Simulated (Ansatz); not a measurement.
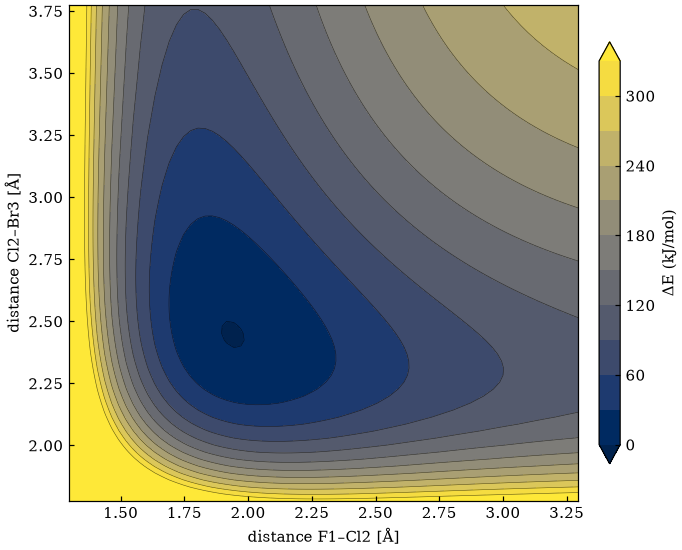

The system F⁻ + ClBr. The first coordinate is: distance F1–Cl2; the second: distance Cl2–Br3. Nothing is relaxed (the angle F1–Cl2–Br3 is fixed at 180 degrees). The scan uses a 17 × 17 grid. Points are written as (first, second). All energies are given in kJ/mol relative to the lowest grid point. The reference is spin-restricted, so regions where a bond is pulled apart into radicals lie too high. This map comes from RKS PBE-D4/def2-TZVPD in Ansatz 0.2.0.

The picture shows filled contours, one colour for all values above the top of the scale. Between grid points the surface is interpolated.

The lowest grid point is at (1.979 Å, 2.459 Å). It is the only kind of minimum in the scanned range. The highest grid point, (1.296 Å, 1.776 Å), lies 1083 kJ/mol above the lowest. Round the minimum the valley is somewhat tilted: raising distance F1–Cl2 shifts the best value of distance Cl2–Br3 downwards (coupling k₁₂/√(k₁₁k₂₂) about 0.3).

The level of theory is changed to RKS PBE0-D4/def2-SVPD (Ansatz 0.2.0); with it change the reference geometry, relaxed at the new level.

Q: What does this change do to the map?

A: The minimum (interpolated where it lies between grid points) moves from about (1.938 Å, 2.446 Å) to about (1.912 Å, 2.460 Å). The span from the lowest to the highest grid point grows from 1083 to 1186 kJ/mol. The curvature at the minimum changes by less than a tenth (about 8.5) eV/Å² along distance F1–Cl2 and by less than a tenth (about 6) eV/Å² along distance Cl2–Br3.

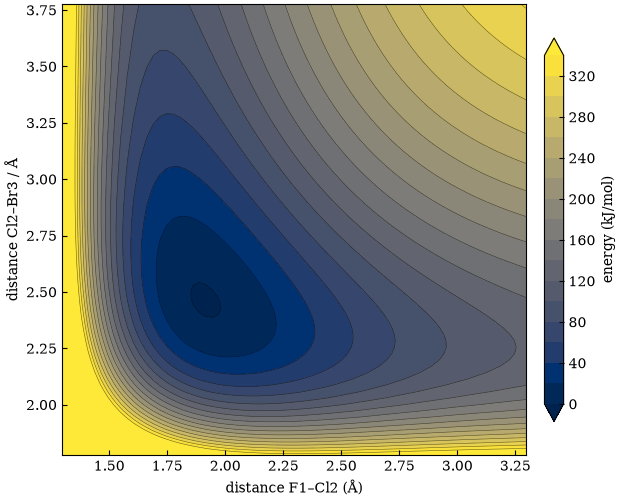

The map after the change, on a colour scale of its own. In the figure: filled contours, one colour for all values above the top of the scale. Between grid points the surface is interpolated.
